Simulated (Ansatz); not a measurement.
# CsY3, from a guessed structure to a relaxed one, part 2 of 2

This structure for CsY3 is made up. Its elements were placed in a known structure type with a cell scaled to their sizes. What cell does the guess relax to, and how far off was it?

Ansatz 0.2.0; DFT, PBEsol, plane-wave PAW, files of the set soft_1, scalar-relativistic, no spin, cell and ions relaxed at zero pressure; PAW set soft_1 (the session's first sound run).

So far: The structure; Relaxing cell and atoms. The relaxed cell has a = 7.578, c = 5.819 Å (conventional setting).

### Step 3. Electronic structure of the relaxed cell

With the geometry fixed, one more self-consistent run, with a narrower smearing and the mesh shown in its input, gives the bands, and its pressure, and its forces where symmetry allows any, show how far the geometry depends on these settings.

This step: DFT, PBEsol, plane-wave PAW, files of the set soft_1, scalar-relativistic, no spin, bands and density of states at the relaxed cell; PAW set soft_1 (Ansatz 0.2.0).

input.yaml reads:

```yaml
crystal:
  lattice:
    - [7.5782499968, 0.0, 0.0]
    - [-3.7891249984, 6.5629570135, 0.0]
    - [0.0, 0.0, 5.8190333685]
  atoms:
    - { symbol: Cs, position: [0.3333333333, 0.6666666667, 0.75] }
    - { symbol: Cs, position: [0.6666666667, 0.3333333333, 0.25] }
    - { symbol: "Y", position: [0.1546476643, 0.3092953285, 0.25] }
    - { symbol: "Y", position: [0.1546476643, 0.8453523357, 0.25] }
    - { symbol: "Y", position: [0.6907046715, 0.8453523357, 0.25] }
    - { symbol: "Y", position: [0.8453523357, 0.6907046715, 0.75] }
    - { symbol: "Y", position: [0.8453523357, 0.1546476643, 0.75] }
    - { symbol: "Y", position: [0.3092953285, 0.1546476643, 0.75] }
kpoints:
  mp_grid: { grid: [6, 6, 6] }
  band_path:
    path:
      - [[0.0, 0.0, 0.0], [0.5, 0.0, 0.0], [0.33333333, 0.33333333, 0.0], [0.0, 0.0, 0.0], [0.0, 0.0, 0.5], [0.5, 0.0, 0.5], [0.33333333, 0.33333333, 0.5], [0.0, 0.0, 0.5]]
      - [[0.5, 0.0, 0.5], [0.5, 0.0, 0.0]]
      - [[0.33333333, 0.33333333, 0.0], [0.33333333, 0.33333333, 0.5]]
    npoints: 8
scf:
  occupations: { method: fermi_dirac, width: 0.03 }
  n_extra_bands: 12
hamiltonian:
  xc: pbesol
  pseudopotentials: { kind: paw, azcp: { folder: soft_1 }, xc_functional: pbe }
output:
  forces: true
  stress: true
  write_bands: true
  dos: { projected: true }
  write_density: true
  write_potential: true
  elf: true
  volumetric_format: npy
```

Command:

```sh
> ansatz run input.yaml --threads 4 --pin off --max-ram 10240MiB --backend cpu --events-out ev --progress --plain --runs-dir out
```

Numbers of over 12 decimals in the logs are rounded to 6 here.

What it wrote:

```text
[...]
Crystal: 8 atoms, lattice volume = 289.414 Å³
Basis set: ecut = 420 eV, 5611 PW (Γ), exchange–correlation on 108×108×80 points (8 copies of the dense FFT grid, shifted against one another)
Bands: 54, of which v1, the nominal top of the filled ones, is band 42 counted from 1 (41 counted from 0)
Symmetry: 24 space group operations
[...]
k-points: 28 of 216
[...]
SCF iter   1: F=—  HF=-33938.236210 eV  |F-HF|=—  |Δ(HF+E_count)|=         —  Δρ=1.64e-2  dr2=2.09e0  ethr=3.10e-3  ⟨swp⟩=10.5  Hψ=7178  notcnv=0
[...]
SCF iter   7: F=-33937.677419 eV  HF=-33937.677419 eV  |F-HF|=5.09e-8  |Δ(HF+E_count)|=   3.10e-7  Δρ=4.15e-6  dr2=9.43e-8  ethr=1.19e-10  ⟨swp⟩=17.0  Hψ=11264  notcnv=0
the search or the solves at the SCF's close seem to have found levels that the self-consistency loop had missed (the run counts 1). By its estimate they hold under 1e-12 electrons; where the run keeps them, the occupations were computed again with them
SCF 1 converged in 7 iterations: F = -33937.677419 eV  dr2 = 9.43e-8
[...]
NSCF: frozen V_eff on 75 k-points
SCF converged after 7 iterations
Free energy (F): -33937.677419 eV
[...]
Internal energy: -33937.627854 eV  (E = F + TS)
E sigma→0 (E₀):  -33937.652637 eV
Entropy (-TS):   -0.049565 eV (-6.196 meV/atom)
Fermi energy:    8.732711 eV
[...]
--- Forces (eV/Å), atoms counted from 1 ---
  atom   1  Cs     0.00000000     0.00000000     0.00000000
  atom   2  Cs     0.00000000    -0.00000000    -0.00000000
  atom   3  Y      0.00000000     0.01029990     0.00000000
  atom   4  Y      0.00891998    -0.00514995     0.00000000
  atom   5  Y     -0.00891998    -0.00514995    -0.00000000
  atom   6  Y     -0.00000000    -0.01029990    -0.00000000
  atom   7  Y     -0.00891998     0.00514995    -0.00000000
  atom   8  Y      0.00891998     0.00514995     0.00000000
  max |Σ_I F_I| component: 4.16e-17 eV/Å
--- Stress (GPa, compression-positive) ---
       -0.085038      -0.000000       0.000000
        0.000000      -0.085038       0.000000
        0.000000       0.000000       0.071952
  P = ⅓ Tr σ = -0.0327 GPa (-0.327 kbar)
--- Band table (eV; the first three rows and the last of 28) ---
  k-point 0: bands = [... 38 lower, 7.9025, 7.9894, 8.2051, 8.2051, 8.3345, 8.6798, 9.7162, 9.7916, ... 8 higher]
  k-point 1: bands = [... 38 lower, 7.8967, 7.9610, 8.5872, 8.5872, 8.6250, 8.6419, 9.0585, 9.0585, ... 8 higher]
  k-point 2: bands = [... 38 lower, 7.8636, 7.9820, 8.6977, 8.7309, 8.7309, 8.9140, 9.0978, 9.0978, ... 8 higher]
  k-point 27: bands = [... 38 lower, 8.6366, 8.6366, 8.8674, 8.8674, 8.9638, 8.9638, 9.0612, 9.0612, ... 8 higher]
```

Wall time 5.1 s (4 threads of AMD EPYC 9B45 (Zen 5), shared host); peak memory 1.2 GiB.

Reading the cycles: dr2 is the Hartree energy of the density residual (eV), the measure of convergence; HF is the Harris–Foulkes estimate of the energy, which meets the free energy F at convergence.

Numbers from this step:

```yaml
free_energy: -33937.6774 eV
energy_at_zero_smearing: -33937.6526 eV
smearing_term_ts: 0.04956 eV
fermi_energy: 8.733 eV
pressure: -0.03271 GPa
```

From bands.tsv, the bands that come nearest the Fermi level along the path, at its corners, in eV from the Fermi level:

| point | band 38 | band 39 | band 40 | band 41 | band 42 | band 43 | band 44 | band 45 |
| --- | --- | --- | --- | --- | --- | --- | --- | --- |
| Γ | -0.98 | -0.83 | -0.74 | -0.53 | -0.53 | -0.40 | -0.05 | 0.98 |
| M | -0.68 | -0.41 | -0.28 | -0.24 | -0.01 | 0.03 | 0.11 | 0.16 |
| K | -0.58 | -0.31 | -0.15 | -0.12 | -0.12 | -0.07 | 0.32 | 0.41 |
| Γ | -0.98 | -0.83 | -0.74 | -0.53 | -0.53 | -0.40 | -0.05 | 0.98 |
| A | -1.53 | -0.85 | -0.85 | 0.16 | 0.16 | 0.25 | 0.25 | 0.25 |
| L | -0.92 | -0.42 | -0.42 | 0.19 | 0.19 | 0.19 | 0.19 | 0.53 |
| H | -1.01 | -0.10 | -0.10 | 0.13 | 0.13 | 0.23 | 0.23 | 0.33 |
| A | -1.53 | -0.85 | -0.85 | 0.16 | 0.16 | 0.25 | 0.25 | 0.25 |
| L | -0.92 | -0.42 | -0.42 | 0.19 | 0.19 | 0.19 | 0.19 | 0.53 |
| M | -0.68 | -0.41 | -0.28 | -0.24 | -0.01 | 0.03 | 0.11 | 0.16 |
| K | -0.58 | -0.31 | -0.15 | -0.12 | -0.12 | -0.07 | 0.32 | 0.41 |
| H | -1.01 | -0.10 | -0.10 | 0.13 | 0.13 | 0.23 | 0.23 | 0.33 |

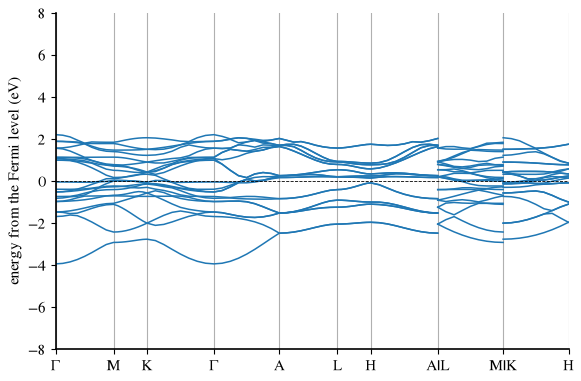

Bands along the path. 32 bands lie wholly below the window drawn.

Counts of states for the cell as run, both spins, by energy window (eV from the Fermi level):

```
from  to  total
  -8  -7   0.00
  -7  -6   0.00
  -6  -5   0.00
  -5  -4   0.00
  -4  -3   0.68
  -3  -2   1.96
  -2  -1   5.88
  -1   0  11.32
   0   1  13.23
```

A further 64.0 states lie below the table's range.

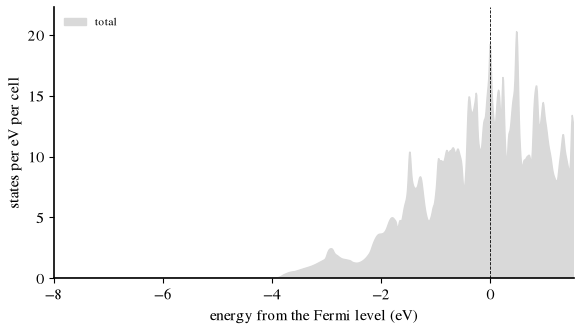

Total density of states, smoothed over about 0.04 eV.

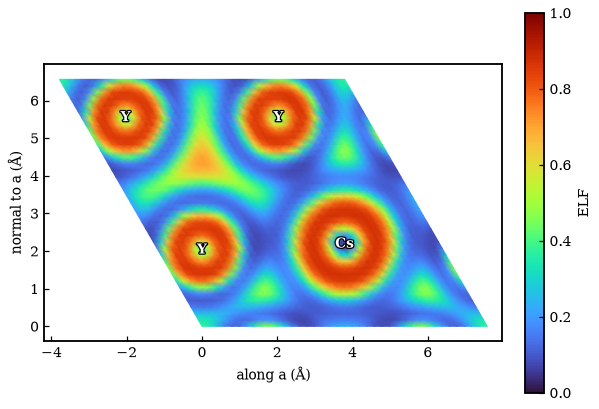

ELF in the ab plane at fractional z = 0.250, with atoms of Cs and Y within 0.2 Å of it. It is the smooth field of the valence electrons, not physical close to the nuclei.

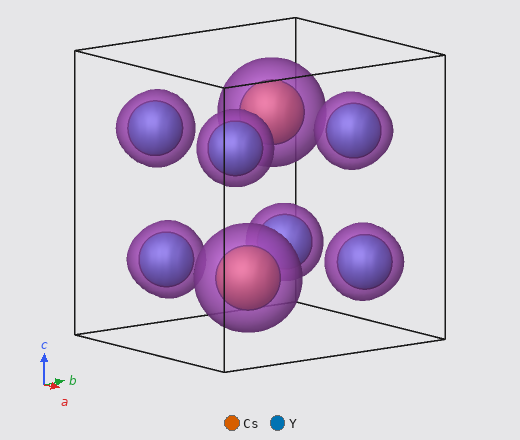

Surface of ELF = 0.8.

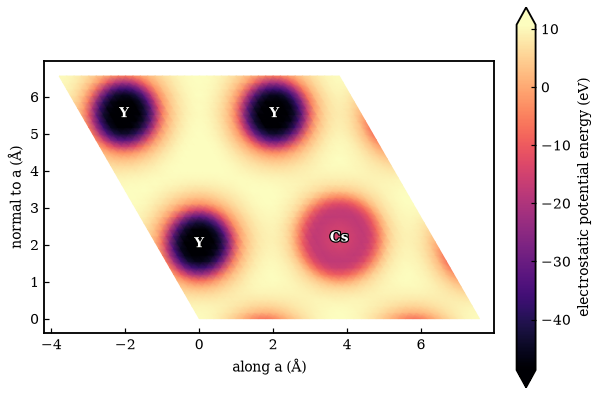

Electrostatic potential energy in the ab plane at fractional z = 0.250, with atoms of Cs and Y within 0.2 Å of it. With pseudopotentials it is smooth inside the atoms' cores, unlike the true potential.

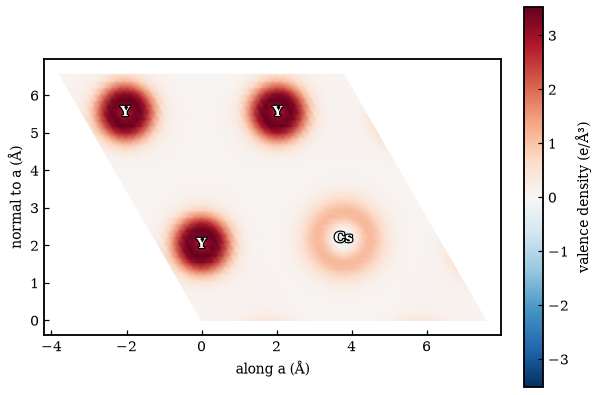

Valence density in the ab plane at fractional z = 0.250, with atoms of Cs and Y within 0.2 Å of it. It is the smooth field of the valence electrons, not physical close to the nuclei.

### Step 4. Results

| Quantity | Value |
| --- | --- |
| space group, relaxed | P6_3/mmc |
| conventional cell | a = 7.578, b = 7.578, c = 5.819 Å; α = 90.0°, β = 90.0°, γ = 120.0° |
| volume per atom | 36.18 Å³ (guess 47.25) |

In words: CsY3 relaxes to P6_3/mmc with a = 7.578, b = 7.578 and c = 5.819 Å. The guessed volume was 31 % too large. The space group P6_3/mmc was held in the relaxation, so the end point is a stationary structure within it and may be a saddle against distortions or other arrangements. Bands cross the Fermi level, so it is a metal or semimetal at this level. On the 6×6×6 mesh with the narrower smearing (relaxed on 4×4×4) the largest force component is 0.010 eV/Å and the largest stress component is 0.085 GPa, against the relaxation's thresholds of 0.015 eV/Å and 0.05 GPa. The cutoff wasn't tested. A vector of the cell changed its length by 12 %, more than the volume shows. Spin-orbit coupling is left out, which can matter for elements this heavy. No dispersion term is used, so weakly bound directions may come out too long. Nothing here tests whether the compound is stable against decomposition.

[Logs are printed without paths, hosts, clocks, repeated set-up lines and the standing remarks that a program may print on its own settings, such as how far it seeks lower states.]

[Hosts, paths, dates, database ids (printed as entryN), source tags and the programs' standing remarks are cut or masked in the printed files.]
